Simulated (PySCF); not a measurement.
Input

```
{"job": {"kind": "uv", "xc": "CAM-B3LYP", "basis": "def2-SVPD", "nstates": 8, "ntriplets": 3}, "charge": 0, "multiplicity": 1}
N      1.982227     2.079610    -0.613572
C      1.728707     1.020956    -0.263455
C      1.381588    -0.300597     0.161961
Si    -0.347112    -0.801405    -0.501164
Cl    -0.780923    -2.637740     0.184442
C     -1.602021     0.475394     0.176922
Cl    -1.478337     0.536530     1.963348
H      1.383838    -0.320148     1.254625
H      2.148473    -0.992852    -0.189681
H     -0.381473    -0.764826    -1.961801
H     -1.399661     1.481353    -0.182871
H     -2.634107     0.223039    -0.054782
```

Launched as:

```sh
OMP_NUM_THREADS=1 python probes_run.py task.json out
```

Geometry: GFN2-xTB.

Computed with CAM-B3LYP/def2-SVPD, SCF density, gas phase (PySCF).

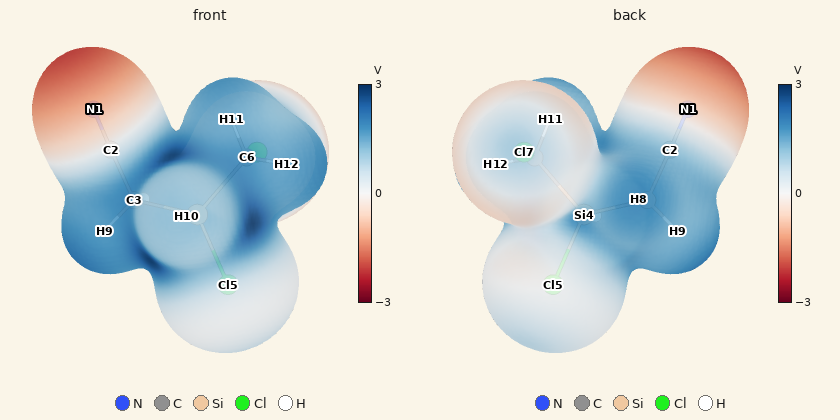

C$_{3}$H$_{5}$Cl$_{2}$NSi. The electrostatic potential painted on the density surface at 0.004 e/bohr³, seen from the front and from behind; red is negative and blue positive.

### Where is the surface potential most negative and most positive?

The most negative region (about −2.0 V, or −46 kcal/mol for a unit charge) lies over N1, the most positive (about +2.7 V, or +62 kcal/mol for a unit charge) over Si4. Cl5 shows a σ-hole: about +0.8 V, or +18 kcal/mol for a unit charge at the tip opposite its bond, against about +0.1 V on its flanks. Cl7 shows a σ-hole: about +0.9 V, or +21 kcal/mol for a unit charge at the tip opposite its bond, against about 0.0 V on its flanks. N1 is the likeliest acceptor of a hydrogen bond.

### How polar is the molecule by this calculation?

Its dipole moment is 2.92 D.
